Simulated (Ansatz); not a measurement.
# AlSiNH$_{5}$Cl: nudged elastic band

System: AlSiNH$_{5}$Cl.
Method: RKS r2SCANh-D4/def2-SVP (Ansatz 0.2.0).

One setting was made poor on purpose. It belongs to a series of runs on one base structure; here: an input spoilt on purpose.

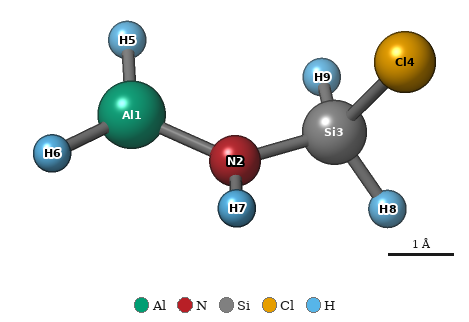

The input geometry (ball-and-stick view, seen at a tilt; atoms are numbered from 1 in the order of the input). Sticks mark near contacts. Bond lengths as drawn: Al–H 1.58 Å, Al–N 1.80 Å, Cl–Si 2.08 Å, H–N 1.02 Å, H–Si 1.48 to 1.49 Å and N–Si 1.72 Å.

## Input
```yaml
crystal:
  periodic: [false, false, false]
  atoms:
    - { symbol: Al, position_ang: [-0.277805, 1.79607, -0.077753] }
    - { symbol: "N", position_ang: [-0.083906, 0.15039, 0.617157] }
    - { symbol: Si, position_ang: [0.09975, -1.363748, -0.184933] }
    - { symbol: Cl, position_ang: [2.077352, -2.014441, -0.180574] }
    - { symbol: H, position_ang: [-0.373623, 1.915845, -1.64988] }
    - { symbol: H, position_ang: [-0.359557, 3.005541, 0.937721] }
    - { symbol: H, position_ang: [-0.007982, 0.092822, 1.631949] }
    - { symbol: H, position_ang: [-0.67657, -2.435952, 0.489336] }
    - { symbol: H, position_ang: [-0.309059, -1.192727, -1.600223] }
basis:
  gaussian: { orbitals: def2-SVP }
hamiltonian:
  xc: r2scanh
  dispersion: d4
neb:
  order_check: false
  images: 0
  f_tol: 0.03
  max_iterations: 8
  final_atoms:
    - { symbol: Al, position_ang: [-1.70362063, 1.48133622, 0.1766473] }
    - { symbol: "N", position_ang: [0.33189977, 0.46941711, 0.19147153] }
    - { symbol: Si, position_ang: [0.06591551, -1.19877649, -0.3512081] }
    - { symbol: Cl, position_ang: [1.87571983, -2.21238169, -0.37411659] }
    - { symbol: H, position_ang: [0.94160745, 1.02798177, -0.40899873] }
    - { symbol: H, position_ang: [-0.83870527, 2.7957347, 0.70838046] }
    - { symbol: H, position_ang: [0.70254084, 0.56493916, 1.13912223] }
    - { symbol: H, position_ang: [-0.82928463, -1.84143739, 0.631309] }
    - { symbol: H, position_ang: [-0.45747287, -1.13301339, -1.7298071] }
  initial_path:
    images:
      - { positions_ang: [[-0.277805, 1.79607, -0.077753], [-0.083906, 0.15039, 0.617157], [0.09975, -1.363748, -0.184933], [2.077352, -2.014441, -0.180574], [-0.373623, 1.915845, -1.64988], [-0.359557, 3.005541, 0.937721], [-0.007982, 0.092822, 1.631949], [-0.67657, -2.435952, 0.489336], [-0.309059, -1.192727, -1.600223]] }
      - { positions_ang: [[-0.39240597, 1.76141521, -0.07944578], [0.10421414, 0.23460365, 0.50192115], [0.09138694, -1.3081773, -0.21888913], [1.98753706, -2.13734674, -0.14721773], [-0.2360269, 1.72092434, -1.45809545], [-0.62173359, 2.87502494, 0.99460648], [0.21907328, 0.18589301, 1.51892964], [-0.7608473, -2.20357169, 0.49359821], [-0.30259766, -1.17496542, -1.62260737]] }
      - { positions_ang: [[-0.50700694, 1.72676042, -0.08113856], [0.29233428, 0.3188173, 0.3866853], [0.08302388, -1.2526066, -0.25284527], [1.89772212, -2.26025248, -0.11386146], [-0.09843079, 1.52600369, -1.26631091], [-0.88391018, 2.74450887, 1.05149195], [0.44612856, 0.27896403, 1.40591028], [-0.8451246, -1.97119138, 0.49786041], [-0.29613633, -1.15720385, -1.64499174]] }
      - { positions_ang: [[-0.62160792, 1.69210563, -0.08283134], [0.48045441, 0.40303094, 0.27144945], [0.07466082, -1.19703589, -0.2868014], [1.80790718, -2.38315822, -0.0805052], [0.03916531, 1.33108303, -1.07452636], [-1.14608676, 2.61399281, 1.10837743], [0.67318385, 0.37203504, 1.29289092], [-0.9294019, -1.73881106, 0.50212262], [-0.28967499, -1.13944227, -1.66737611]] }
      - { positions_ang: [[-0.73620889, 1.65745084, -0.08452412], [0.66857455, 0.48724459, 0.1562136], [0.06629777, -1.14146519, -0.32075754], [1.71809224, -2.50606397, -0.04714893], [0.17676142, 1.13616238, -0.88274181], [-1.40826335, 2.48347674, 1.1652629], [0.90023913, 0.46510605, 1.17987156], [-1.0136792, -1.50643075, 0.50638482], [-0.28321366, -1.12168069, -1.68976049]] }
      - { positions_ang: [[-0.97806182, 1.61342218, -0.01923127], [0.58440586, 0.48278772, 0.16502808], [0.0662022, -1.15579302, -0.32837018], [1.75749914, -2.4326434, -0.12889084], [0.36797292, 1.10911723, -0.76430604], [-1.26587383, 2.56154123, 1.05104229], [0.85081456, 0.49006433, 1.16968423], [-0.96758056, -1.59018241, 0.53761587], [-0.32677846, -1.12451387, -1.69977214]] }
      - { positions_ang: [[-1.21991476, 1.56939353, 0.04606159], [0.50023716, 0.47833085, 0.17384256], [0.06610664, -1.17012084, -0.33598282], [1.79690603, -2.35922283, -0.21063276], [0.55918443, 1.08207207, -0.64587027], [-1.12348431, 2.63960572, 0.93682168], [0.80138999, 0.51502261, 1.1594969], [-0.92148192, -1.67393407, 0.56884691], [-0.37034326, -1.12734704, -1.70978379]] }
      - { positions_ang: [[-1.46176769, 1.52536488, 0.11135444], [0.41606846, 0.47387398, 0.18265705], [0.06601108, -1.18444867, -0.34359546], [1.83631293, -2.28580226, -0.29237467], [0.75039594, 1.05502692, -0.5274345], [-0.98109479, 2.71767021, 0.82260107], [0.75196542, 0.53998088, 1.14930957], [-0.87538327, -1.75768573, 0.60007796], [-0.41390807, -1.13018022, -1.71979545]] }
      - { positions_ang: [[-1.70362063, 1.48133622, 0.1766473], [0.33189977, 0.46941711, 0.19147153], [0.06591551, -1.19877649, -0.3512081], [1.87571983, -2.21238169, -0.37411659], [0.94160745, 1.02798177, -0.40899873], [-0.83870527, 2.7957347, 0.70838046], [0.70254084, 0.56493916, 1.13912223], [-0.82928463, -1.84143739, 0.631309], [-0.45747287, -1.13301339, -1.7298071]] }
```

Run on 2 threads of Intel Xeon (Granite Rapids), 16 GiB of memory available, shared host.

Launch command:
```bash
ansatz run input.yaml --threads 2 --pin off --max-ram 3072MiB --backend cpu --events-out ev --progress --plain --runs-dir out
```

## Output
```
Error: 2 input errors — fix all and re-run
  1. invalid value for `neb.images`: must be ≥ 1; got 0
  2. invalid value for `neb.initial_path`: its number of entries is 9 where neb.images is 0 — a listed band holds both endpoints and every movable image in path order, neb.images + 2 = 2 entries, and is never re-spaced: set neb.images to 7, or list 2 entries
```

## What the run reported

| quantity | value |
| --- | --- |
| outcome | refused by the program |

## What went wrong

The program refused the input: “2 input errors — fix all and re-run 1. invalid value for `neb.images`: must be ≥ 1; got 0 2 …” A deliberately poor setting: bad input.
